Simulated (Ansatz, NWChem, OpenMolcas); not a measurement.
## Strength of the O–C bond: C3H6O3 → C2H3O2 + CH3O

Species: C3H6O3 `COCC(=O)O`, singlet; C2H3O2 `[CH2]C(=O)O`, doublet; CH3O `C[O]`, doublet. 

Shapes, held fixed at every level: PBE0-D4/def2-TZVP. Flexible molecules stand in one conformer, not always the lowest. Programs: Ansatz 0.2.0, NWChem 7.3.0, OpenMolcas 26.06. A level may come from different programs for different species; with the same settings they agree closely. Electronic energies: no zero-point or thermal term.

```json
{"level": "HF/def2-SVP", "kind": "Hartree–Fock", "ΔE (kJ/mol)": "+202.7", "less CCSD(T)/CBS estimate": "-154.1"}
{"level": "PBE-D4/def2-TZVPP", "kind": "GGA", "ΔE (kJ/mol)": "+335.0", "less CCSD(T)/CBS estimate": "-21.8"}
{"level": "PBE0/def2-SVP", "kind": "global hybrid", "ΔE (kJ/mol)": "+340.0", "less CCSD(T)/CBS estimate": "-16.8"}
{"level": "B2PLYP/def2-TZVPP", "kind": "double hybrid", "ΔE (kJ/mol)": "+331.1", "less CCSD(T)/CBS estimate": "-25.7"}
{"level": "MP2/def2-TZVPP", "kind": "perturbation theory", "ΔE (kJ/mol)": "+390.8", "less CCSD(T)/CBS estimate": "+34.0"}
{"level": "CCSD(T)/def2-TZVPP", "kind": "coupled cluster or CI", "ΔE (kJ/mol)": "+346.5", "less CCSD(T)/CBS estimate": "-10.3"}
{"level": "CCSD/def2-TZVPP", "kind": "coupled cluster or CI", "ΔE (kJ/mol)": "+332.4", "less CCSD(T)/CBS estimate": "-24.4"}
{"level": "CCSD(T)/CBS estimate", "kind": "coupled cluster or CI", "ΔE (kJ/mol)": "+356.8", "less CCSD(T)/CBS estimate": "0.0"}
```

The highest level, CCSD(T)/CBS estimate, gives ΔE = +356.8 kJ/mol; the levels span +202.7 to +390.8. The column of differences is taken from that level and isn't an error. Hartree–Fock misses the correlation of the pair that is broken and comes out low. No measured value is set beside it here. Spin contamination: C2H3O2 (⟨S²⟩ up to 0.81). Open shells run unrestricted unless RO is named. The CBS estimate extrapolates MP2 from def2-TZVPP and def2-QZVPP and adds CCSD(T) − MP2 in the triple-zeta set, cores frozen.

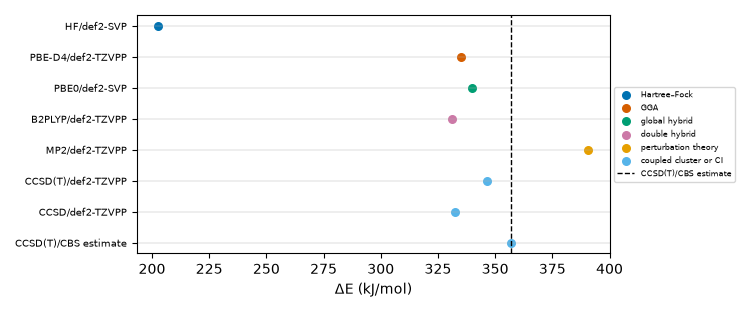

The values of the table, level by level.
